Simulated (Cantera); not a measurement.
Input: 1 mol trisilylamine, 22 mol N₂, held at 56.0 Pa.

Cantera equilibrium calculation (NASA polynomials, part measured and part estimated; ideal gas, pure solids and liquids). Candidate condensed phases: Si, Si₃N₄; 18 gas species. The feed counts by its element totals alone. The tables' values for SiN are old estimates; treat these amounts as uncertain. Rates play no part.

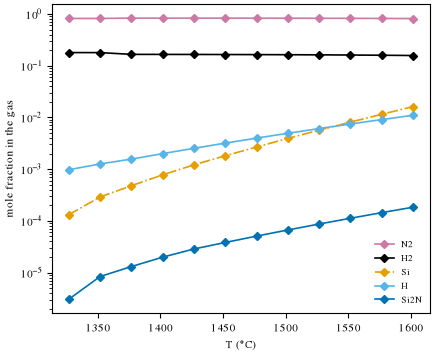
*Equilibrium gas composition (values under 1e-9 drawn at 1e-9)*

From 1327 °C to 1352 °C the condensed part is Si₃N₄(s). From 1377 °C to 1402 °C the condensed part is Si(s). From 1427 °C to 1602 °C the condensed part is Si(l). The main Si-bearing gas is Si throughout. The share of Si in condensed phases is highest at 1327 °C (99.9 %) and lowest at 1602 °C (84.2 %).
